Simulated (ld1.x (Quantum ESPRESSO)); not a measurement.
**Pseudopotential generation for tin: TM, PBE**

Aim: build the potential from the settings below, then test how well it stands in for the atom: other configurations, scattering, ghost states and the plane-wave cutoff that it needs.

Method: ld1.x (Quantum ESPRESSO) 7.5, PBE, scalar-relativistic.

6 further runs of the same task are left out: 4 that didn't finish, 2 set aside as unsound or not needed.

## Step 1: The design

Typed settings, in words:

- element: tin (Sn, Z = 50)
- type: norm-conserving Troullier–Martins (Kleinman–Bylander form)
- frozen core: [Ar] 3d10 4s2
- valence charge: 20
- reference configuration: 4p6 4d10 5s2 5p1.75 (charge +0.25)
- partial waves: 5s (bound): rc 2.76 bohr; 4p (bound): rc 1.45 bohr; 4d (bound): rc 1.35 bohr; 4f channel at 0.3 Ry: rc 2.15 bohr
- occupied shells without a wave: 5p
- local potential: all-electron potential smoothed inside 1.75 bohr (lloc = -2)
- core correction: not asked for

The nodes and maxima of the atom's own shells, from an earlier all-electron run, set the scale for the radii.

All-electron outer shells of the reference configuration (PBE, scalar-relativistic, ld1.x):

```
shell  level (eV)  outermost node (bohr)  outermost maximum (bohr)
   3d     -475.26                      –                      0.25
   4s     -135.76                   0.40                      0.74
   4p      -91.53                   0.41                      0.79
   4d      -27.67                   0.39                      0.88
   5s      -12.24                   0.98                      2.01
   5p       -5.22                   1.09                      2.52
```

## Step 2: Generation

Input file Sn.in:

```
 &input
   title='Sn', zed=50., rel=1, dft='PBE', iswitch=3,
   config='[Kr] 4d10 4f-2 5s2 5p1.75',
   nld=4, rlderiv=3.00, eminld=-9.0, emaxld=5.0, deld=0.04
 /
 &inputp
   pseudotype=2, tm=.true., lloc=-2, rcloc=1.75,
   nlcc=.false.,
   file_pseudopw='Sn.UPF', file_wfcaegen='ae.wfc', file_wfcncgen='nc.wfc', file_beta='beta', file_chi='chi'
 /
4
5S  1  0   2.00   0.00  2.76  2.76  0.0
4P  2  1   6.00   0.00  1.45  1.45  0.0
4D  3  2  10.00   0.00  1.35  1.35  0.0
4F  4  3  -2.00   0.30  2.15  2.15  0.0
 &test
   configts(1)='4p6 4d10 5s2 5p1.75'
 /
```

Launch:

```
$ ld1.x < Sn.in > Sn.out
```

The output, Sn.out (without the banner and most projector matrices):

```text
     Program LD1 v.7.5
     --------------------------- All-electron run ----------------------------

     Sn
     scalar relativistic calculation

     atomic number is 50.00
     dft =PBE   lsd =0 sic =0 latt =0  beta=0.20 tr2=1.0E-14
     Exchange-correlation= PBE
                           (   1   4   3   4   0   0   0)
     mesh =1243 r(mesh) = 100.78374 a.u. xmin = -7.00 dx = 0.01250
     1 Ry =  13.60569312 eV, c = 137.03599908

     n l     nl                  e(Ry)          e(Ha)          e(eV)
     1 0     1S 1( 2.00)     -2132.6445     -1066.3223    -29016.1072
     2 0     2S 1( 2.00)      -322.0668      -161.0334     -4381.9414
     2 1     2P 1( 6.00)      -289.1279      -144.5640     -3933.7856
     3 0     3S 1( 2.00)       -62.2593       -31.1296      -847.0806
     3 1     3P 1( 6.00)       -51.4962       -25.7481      -700.6416
     4 0     4S 1( 2.00)        -9.9781        -4.9891      -135.7591
     4 1     4P 1( 6.00)        -6.7273        -3.3636       -91.5294
     3 2     3D 1(10.00)       -34.9306       -17.4653      -475.2554
     4 2     4D 1(10.00)        -2.0334        -1.0167       -27.6655
     5 0     5S 1( 2.00)        -0.8997        -0.4499       -12.2415
     5 1     5P 1( 1.75)        -0.3836        -0.1918        -5.2189

     final scf error:  8.9E-15 reached in  29 iterations

     Etot =  -12354.329143 Ry,   -6177.164572 Ha, -168089.211062 eV

     Ekin =   12899.078602 Ry,    6449.539301 Ha,  175500.905028 eV
     Encl =  -29868.637391 Ry,  -14934.318695 Ha, -406383.514340 eV
     Eh   =    4944.669111 Ry,    2472.334556 Ha,   67275.650520 eV
     Exc  =    -329.439465 Ry,    -164.719733 Ha,   -4482.252269 eV

     normalization and overlap integrals

     s(1S/1S) =  1.000000  <r> =   0.0291  <r2> =    0.0011  r(max) =   0.0188
     s(2S/2S) =  1.000000  <r> =   0.1255  <r2> =    0.0186  r(max) =   0.1054
     s(2P/2P) =  1.000000  <r> =   0.1096  <r2> =    0.0147  r(max) =   0.0853
     s(3S/3S) =  1.000000  <r> =   0.3393  <r2> =    0.1317  r(max) =   0.3090
     s(3P/3P) =  1.000000  <r> =   0.3377  <r2> =    0.1323  r(max) =   0.3013
     s(4S/4S) =  1.000000  <r> =   0.8186  <r2> =    0.7582  r(max) =   0.7412
     s(4P/4P) =  1.000000  <r> =   0.8859  <r2> =    0.8969  r(max) =   0.7890
     s(3D/3D) =  1.000000  <r> =   0.3146  <r2> =    0.1175  r(max) =   0.2498
     s(4D/4D) =  1.000000  <r> =   1.0986  <r2> =    1.4366  r(max) =   0.8829
     s(5S/5S) =  1.000000  <r> =   2.3750  <r2> =    6.4353  r(max) =   2.0147
     s(5P/5P) =  1.000000  <r> =   3.1456  <r2> =   11.5194  r(max) =   2.5231

     ------------------------ End of All-electron run ------------------------

     --------------------- Generating NC pseudopotential ---------------------

      Generating local potential from pseudized AE potential:
      Matching radius rcloc =   1.7500
      Enforcing V''(0)=0 (lloc=-2)

      Local pseudo, rcloc= 1.756 Estimated cut-off energy=    10.52 Ry

      Wfc   5S  rcut= 2.754  Using Troullier-Martins method

      Wfc   4P  rcut= 1.438  Using Troullier-Martins method

      Wfc   4D  rcut= 1.334  Using Troullier-Martins method

      Wfc   4F  rcut= 2.145  Using Troullier-Martins method

     ------------------- End of pseudopotential generation -------------------

     [... the all-electron block is printed once more ...]


     Computing logarithmic derivative in   2.98693
     Computing logarithmic derivative in   2.98693
     Computing the partial wave expansion
     R is outside the sphere for l=    0 j= 0.00
     R is outside the sphere for l=    1 j= 0.00
     R is outside the sphere for l=    2 j= 0.00
     R is outside the sphere for l=    3 j= 0.00

     ---------------------- Testing the pseudopotential ----------------------

     Sn
     scalar relativistic calculation

     atomic number is 50.00   valence charge is 20.00
     dft =PBE   lsd =0 sic =0 latt =0  beta=0.20 tr2=1.0E-14
     mesh =1243 r(mesh) = 100.78374 xmin = -7.00 dx = 0.01250

     n l     nl             e AE (Ry)        e PS (Ry)    De AE-PS (Ry)
     2 1     4P   1( 6.00)       -6.72729       -6.72729        0.00000
     3 2     4D   1(10.00)       -2.03338       -2.03340        0.00002
     1 0     5S   1( 2.00)       -0.89974       -0.89974        0.00000
     3 1     5P   1( 1.75)       -0.38358       -0.34916       -0.03442  !

     eps = 5.5E-15  iter = 87

     Etot =  -12354.329143 Ry,   -6177.164572 Ha, -168089.211062 eV
     Etotps =  -335.190673 Ry,    -167.595336 Ha,   -4560.501428 eV

     Ekin =     145.928082 Ry,      72.964041 Ha,    1985.452705 eV
     Encl =    -622.569114 Ry,    -311.284557 Ha,   -8470.484313 eV
     Ehrt =     281.156683 Ry,     140.578341 Ha,    3825.331546 eV
     Ecxc =     -29.972564 Ry,     -14.986282 Ha,    -407.797511 eV
     Epseu=    -109.733759 Ry,     -54.866880 Ha,   -1493.003855 eV

     ---------------------- End of pseudopotential test ----------------------
```

It took 1.6 s on 1 thread, shared host. (Generation and the later configuration tests together.)

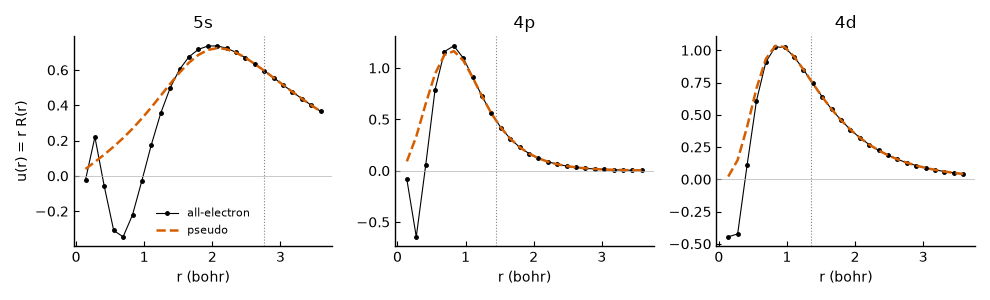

Bound waves of the atom and their pseudo partners (5s, 4p, 4d), with the matching radii dotted. The curves join 26 sampled radii, too few to resolve the innermost nodes.

## Step 3: Testing the new file in other configurations

Input file Sn.test.in:

```
 &input
   title='Sn', zed=50., rel=1, dft='PBE', iswitch=2,
   config='[Kr] 4d10 4f-2 5s2 5p1.75'
 /
 &test
   file_pseudo='Sn.UPF', nconf=8,
   configts(1)='4p6 4d10 5s2 5p1.75',
   configts(2)='4p6 4d10 5s2 5p2',
   configts(3)='4p6 4d10 5s2 5p1',
   configts(4)='4p6 4d10 5s2 5p0',
   configts(5)='4p6 4d9 5s2 5p2',
   configts(6)='4p6 4d10 5s0 5p0',
   configts(7)='4p6 4d9 5s2 5p3',
   configts(8)='4p6 4d10 5s0 5p4'
 /
```

Launch:

```
$ ld1.x < Sn.test.in > Sn.test.out
```

Sn.test.out, the pseudopotential blocks, each with the warnings that came before it:

```text
     ---------------------- Testing the pseudopotential ----------------------

     Sn
     scalar relativistic calculation

     atomic number is 50.00   valence charge is 20.00
     dft =PBE   lsd =0 sic =0 latt =0  beta=0.20 tr2=1.0E-14
     mesh =1243 r(mesh) = 100.78374 xmin = -7.00 dx = 0.01250

     n l     nl             e AE (Ry)        e PS (Ry)    De AE-PS (Ry)
     2 1     4P   1( 6.00)       -6.72729       -6.72729        0.00000
     3 2     4D   1(10.00)       -2.03338       -2.03340        0.00002
     1 0     5S   1( 2.00)       -0.89974       -0.89974        0.00000
     3 1     5P   1( 1.75)       -0.38358       -0.34916       -0.03442  !

     eps = 7.9E-15  iter = 32

     Etot =  -12354.329143 Ry,   -6177.164572 Ha, -168089.211061 eV
     Etotps =  -335.190673 Ry,    -167.595336 Ha,   -4560.501431 eV

     Ekin =     145.928082 Ry,      72.964041 Ha,    1985.452701 eV
     Encl =    -622.569114 Ry,    -311.284557 Ha,   -8470.484314 eV
     Ehrt =     281.156683 Ry,     140.578341 Ha,    3825.331546 eV
     Ecxc =     -29.972564 Ry,     -14.986282 Ha,    -407.797511 eV
     Epseu=    -109.733759 Ry,     -54.866880 Ha,   -1493.003854 eV

     ---------------------- End of pseudopotential test ----------------------

     ---------------------- Testing the pseudopotential ----------------------

     Sn
     [...]
     n l     nl             e AE (Ry)        e PS (Ry)    De AE-PS (Ry)
     2 1     4P   1( 6.00)       -6.59284       -6.60040        0.00757  !
     3 2     4D   1(10.00)       -1.89914       -1.90656        0.00741  !
     1 0     5S   1( 2.00)       -0.77532       -0.78047        0.00514  !
     3 1     5P   1( 2.00)       -0.27151       -0.24326       -0.02825  !

     eps = 8.9E-15  iter = 43

     Etot =  -12354.410875 Ry,   -6177.205437 Ha, -168090.323077 eV
     Etotps =  -335.264590 Ry,    -167.632295 Ha,   -4561.507124 eV
     dEtot_ae =      -0.081732 Ry
     dEtot_ps =      -0.073917 Ry,   Delta E=      -0.007815 Ry

     [...]
     ---------------------- End of pseudopotential test ----------------------

     Warning: n=2, l=1 expected 0 nodes, found 1
     ---------------------- Testing the pseudopotential ----------------------

     Sn
     [...]
     n l     nl             e AE (Ry)        e PS (Ry)    De AE-PS (Ry)
     2 1     4P   1( 6.00)       -7.18006       -7.15604       -0.02403  !
     3 2     4D   1(10.00)       -2.48469       -2.46157       -0.02312  !
     1 0     5S   1( 2.00)       -1.30909       -1.29430       -0.01479  !
     3 1     5P   1( 1.00)       -0.75374       -0.70012       -0.05361  !

     eps = 8.6E-15  iter = 77

     Etot =  -12353.905608 Ry,   -6176.952804 Ha, -168083.448573 eV
     Etotps =  -334.799967 Ry,    -167.399983 Ha,   -4555.185605 eV
     dEtot_ae =       0.423535 Ry
     dEtot_ps =       0.390706 Ry,   Delta E=       0.032829 Ry

     [...]
     ---------------------- End of pseudopotential test ----------------------

     ---------------------- Testing the pseudopotential ----------------------

     Sn
     [...]
     n l     nl             e AE (Ry)        e PS (Ry)    De AE-PS (Ry)
     2 1     4P   1( 6.00)       -7.87557       -7.81371       -0.06186  !
     3 2     4D   1(10.00)       -3.17575       -3.11701       -0.05874  !
     1 0     5S   1( 2.00)       -1.91763       -1.88211       -0.03552  !
     3 1     5P   1( 0.00)       -1.30765       -1.22479       -0.08286  !

     eps = 3.9E-15  iter = 30

     Etot =  -12352.880119 Ry,   -6176.440059 Ha, -168069.496083 eV
     Etotps =  -333.841975 Ry,    -166.920987 Ha,   -4542.151460 eV
     dEtot_ae =       1.449024 Ry
     dEtot_ps =       1.348698 Ry,   Delta E=       0.100326 Ry

     [...]
     ---------------------- End of pseudopotential test ----------------------

     ---------------------- Testing the pseudopotential ----------------------

     Sn
     [...]
     n l     nl             e AE (Ry)        e PS (Ry)    De AE-PS (Ry)
     2 1     4P   1( 6.00)       -7.69433       -7.67060       -0.02373  !
     3 2     4D   1( 9.00)       -2.93573       -2.91238       -0.02335  !
     1 0     5S   1( 2.00)       -1.48133       -1.48174        0.00041
     3 1     5P   1( 2.00)       -0.87023       -0.80884       -0.06139  !

     eps = 6.9E-15  iter = 30

     Etot =  -12352.008099 Ry,   -6176.004049 Ha, -168057.631642 eV
     Etotps =  -332.866175 Ry,    -166.433088 Ha,   -4528.875030 eV
     dEtot_ae =       2.321045 Ry
     dEtot_ps =       2.324498 Ry,   Delta E=      -0.003453 Ry

     [...]
     ---------------------- End of pseudopotential test ----------------------

     ---------------------- Testing the pseudopotential ----------------------

     Sn
     [...]
     n l     nl             e AE (Ry)        e PS (Ry)    De AE-PS (Ry)
     2 1     4P   1( 6.00)       -9.70479       -9.65300       -0.05179  !
     3 2     4D   1(10.00)       -4.97482       -4.92760       -0.04722  !
     1 0     5S   1( 0.00)       -3.40799       -3.39312       -0.01488  !
     3 1     5P   1( 0.00)       -2.67002       -2.54861       -0.12141  !

     eps = 3.9E-15  iter =  9

     Etot =  -12347.581115 Ry,   -6173.790558 Ha, -167997.399466 eV
     Etotps =  -328.604228 Ry,    -164.302114 Ha,   -4470.888290 eV
     dEtot_ae =       6.748028 Ry
     dEtot_ps =       6.586444 Ry,   Delta E=       0.161583 Ry

     [...]
     ---------------------- End of pseudopotential test ----------------------

     ---------------------- Testing the pseudopotential ----------------------

     Sn
     [...]
     n l     nl             e AE (Ry)        e PS (Ry)    De AE-PS (Ry)
     2 1     4P   1( 6.00)       -7.07836       -7.09235        0.01400  !
     3 2     4D   1( 9.00)       -2.32176       -2.33421        0.01245  !
     1 0     5S   1( 2.00)       -0.91758       -0.93843        0.02085  !
     3 1     5P   1( 3.00)       -0.35217       -0.31803       -0.03414  !

     eps = 9.0E-15  iter = 25

     Etot =  -12352.612679 Ry,   -6176.306339 Ha, -168065.857372 eV
     Etotps =  -333.423369 Ry,    -166.711684 Ha,   -4536.456038 eV
     dEtot_ae =       1.716465 Ry
     dEtot_ps =       1.767304 Ry,   Delta E=      -0.050839 Ry

     [...]
     ---------------------- End of pseudopotential test ----------------------

     ---------------------- Testing the pseudopotential ----------------------

     Sn
     [...]
     n l     nl             e AE (Ry)        e PS (Ry)    De AE-PS (Ry)
     2 1     4P   1( 6.00)       -6.81253       -6.86792        0.05539  !
     3 2     4D   1(10.00)       -2.10929       -2.16455        0.05526  !
     1 0     5S   1( 0.00)       -0.89659       -0.92877        0.03218  !
     3 1     5P   1( 4.00)       -0.35892       -0.33779       -0.02113  !

     eps = 7.9E-15  iter = 17

     Etot =  -12353.368240 Ry,   -6176.684120 Ha, -168076.137310 eV
     Etotps =  -334.135743 Ry,    -167.067872 Ha,   -4546.148387 eV
     dEtot_ae =       0.960903 Ry
     dEtot_ps =       1.054929 Ry,   Delta E=      -0.094026 Ry

     [...]
     ---------------------- End of pseudopotential test ----------------------
```

The tests as a table, with energies relative to 4p6 4d10 5s2 5p1.75. A star marks tests that logged a warning.

| valence configuration | charge | ΔE all-electron (eV) | error AE − PS (meV) |
| --- | --- | --- | --- |
| 4p6 4d10 5s2 5p2 | 0 | -1.112 | -106 |
| 4p6 4d10 5s2 5p1 * | +1 | 5.762 | +447 |
| 4p6 4d10 5s2 5p0 | +2 | 19.715 | +1365 |
| 4p6 4d9 5s2 5p2 | +1 | 31.579 | -47 |
| 4p6 4d10 5s0 5p0 | +4 | 91.812 | +2198 |
| 4p6 4d9 5s2 5p3 | 0 | 23.354 | -692 |
| 4p6 4d10 5s0 5p4 | 0 | 13.074 | -1279 |

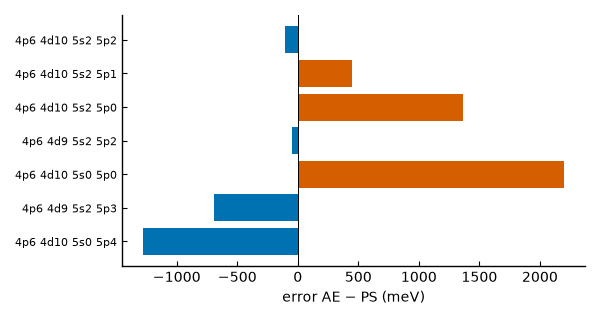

Error of the potential in each test configuration.

## Step 4: Scattering by logarithmic derivatives

Taken from the files of the generation run. The phase is arctan(r·u′/u) with u = r·R, unwrapped, with energies in Ry. A pole is an energy at which the radial function vanishes at the test radius. The pseudo phase is shifted by a multiple of π to meet the all-electron one at the reference energy. Levels narrower than the energy grid can be missing from the poles. The last column is the largest difference on the grid between −1 and +1 Ry.

| channel | radius (bohr) | reference (Ry) | poles AE | poles PS | window around the reference with phases within 0.05 rad (Ry) | largest difference near zero (rad) |
| --- | --- | --- | --- | --- | --- | --- |
| s | 2.99 | -0.90 | -0.18 | -0.23, 1.13 | below 0.2 | 2.279 |
| p | 2.99 | -6.73 | 0.85 | 1.05 | below -0.9 | 0.239 |
| d | 2.99 | -2.03 | -2.00, 2.70 | -2.00, 2.87 | below 0.4 | 0.096 |
| f | 2.99 | 0.30 | 2.26 | 2.33 | below 2.8 | 0.001 |

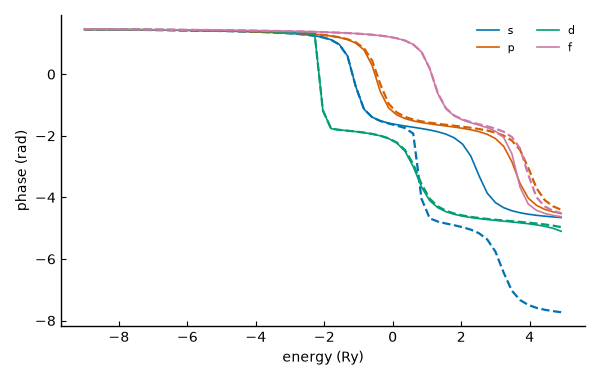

Phases by channel: all-electron solid, pseudo dashed.

## Step 5: Plane-wave convergence, by spherical Bessel functions

A separate test, outside the generator: the pseudo-atom's Hamiltonian at the reference potential is diagonalised in spherical Bessel functions j_l(qr) that vanish at 20 bohr, with q² up to the cutoff.

All-electron valence levels (Ry): 5s -0.8997, 4p -6.7273, 5p -0.3836, 4d -2.0334. The lowest levels of each channel (Ry) by cutoff; the last column sums, over occupied levels, occupation times the distance from the level at 400 Ry. A positive value at high cutoff is not a bound level.

| cutoff (Ry) | s #1 | p #1 | p #2 | d #1 | f #1 | Σ f·Δε (mRy) |
| --- | --- | --- | --- | --- | --- | --- |
| 8 | -0.8961 | -3.0999 | -0.1638 | -0.1025 | 0.0676 | 41404.5 |
| 21 | -0.8996 | -6.1161 | -0.3203 | -0.6780 | 0.0676 | 17271.5 |
| 40 | -0.8997 | -6.7178 | -0.3489 | -1.6672 | 0.0676 | 3719.2 |
| 70 | -0.8997 | -6.7263 | -0.3491 | -2.0195 | 0.0676 | 144.2 |
| 90 | -0.8997 | -6.7272 | -0.3492 | -2.0326 | 0.0676 | 8.5 |
| 110 | -0.8997 | -6.7273 | -0.3492 | -2.0332 | 0.0676 | 2.2 |
| 160 | -0.8997 | -6.7273 | -0.3492 | -2.0333 | 0.0676 | 0.4 |
| 200 | -0.8997 | -6.7273 | -0.3492 | -2.0334 | 0.0676 | 0.1 |
| 400 | -0.8997 | -6.7273 | -0.3492 | -2.0334 | 0.0676 | 0.0 |

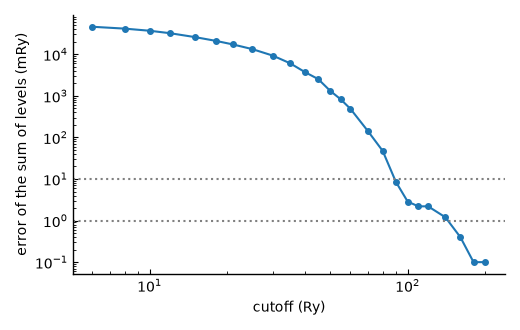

Occupation-weighted error of the valence levels against the cutoff; the dotted lines mark 10 and 1 mRy.

The sum stays within 10 mRy from 90 Ry and within 1 mRy from 160 Ry. The sum leaves out empty levels, which can need more. Ghost test: no level below the all-electron spectrum of its channel (s, p, d, f tested).

## Step 6: Results

| quantity | value |
| --- | --- |
| cutoffs for 10 and 1 mRy, occupied levels | 90 Ry and 160 Ry |
| bound ghosts | none found |
| largest miss of a reference level | 468 meV (5p) |
| largest test error (AE − PS) | +2198 meV, for 4p6 4d10 5s0 5p0 |
| largest phase difference near zero energy, channels read | 2.279 rad |

What this shows: Already in the reference configuration the 5p level is off by 468 meV; it has no partial wave or projector of its own. The worst unpolarised test, 4p6 4d10 5s0 5p0, is off by 2198 meV on 91.8 eV; by total energies transferability rates as poor. That test lies far up in energy; among those under 40 eV, nearer to bonding, the largest error is 1365 meV. By its cutoff, 90 Ry for the looser tolerance, it is hard. The slowest occupied level is 4d: taken alone it needs 90 Ry to come within 1 mRy, against 70 Ry for 4p. It is free of bound ghosts as far as tested. Near zero energy the largest phase difference among the channels read is 2.28 rad, in the s channel. The pseudo curves have a pole with no partner nearby in the atom's: s at 1.13 Ry. At positive energy that is a spurious or a displaced resonance.
